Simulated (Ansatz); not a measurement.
Base system: SnO₂ in the rutile structure (space group P4_2/mnm, No. 136; a = 4.7692 Å, c = 3.2120 Å).

The change: hydrostatic tension (pressure −2 GPa).

Computed with PBEsol, PAW, 420 eV (Ansatz, a quantum-chemistry and plane-wave program; no spin-orbit coupling).

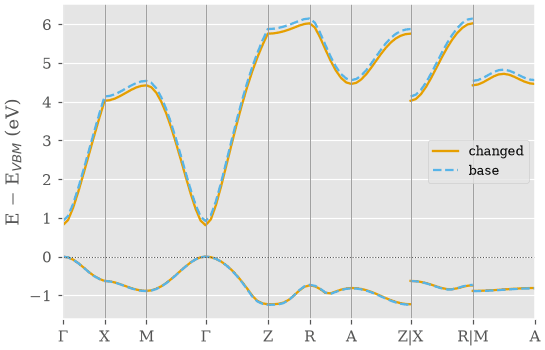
Fig. 1. Highest valence and lowest conduction band along the path, each from its own valence-band maximum

**Question.** From the figure, how large is the changed gap, and is it direct?

**Answer.** About 0.8 eV, direct at Γ.

Load acts through the strain it causes; cell and atoms are relaxed under it. No phonon test of stability was made.
